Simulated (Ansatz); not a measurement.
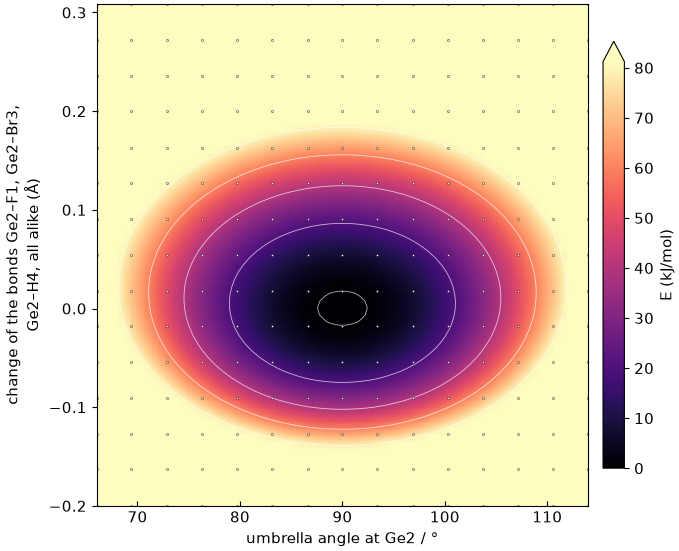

BrFGeH, SMILES [F][GeH+][Br], charge +1. 
- Coordinates scanned: (1) umbrella angle at Ge2 (between each of its bonds and their common axis; 90 is planar); (2) change of the bonds Ge2–F1, Ge2–Br3, Ge2–H4, all alike.
- Nothing is relaxed (all other coordinates rigid).
- The scan uses a 15 × 15 grid; 120 points were computed and 105 follow by symmetry.
- Points are written as (first, second).
- Energies are in kJ/mol, from the lowest grid point.
- The calculation used Ansatz, RKS PBE-D4/def2-SVP.

Drawn: a smooth colour map with a few white contour lines, dots at the grid points, one colour for all values above the top of the scale. Between grid points the surface is interpolated.

**Where is the minimum, and how stiff is the well along each coordinate?**

The interpolated minimum is at the first coordinate ≈ 90.0°, the second coordinate ≈ 0.000 Å. The curvatures there are about 12 eV/rad² and 68 eV/Å², with a cross term of about 0 eV/(rad·Å). Round the minimum the two coordinates are nearly uncoupled. (1 eV is 96.5 kJ/mol.)
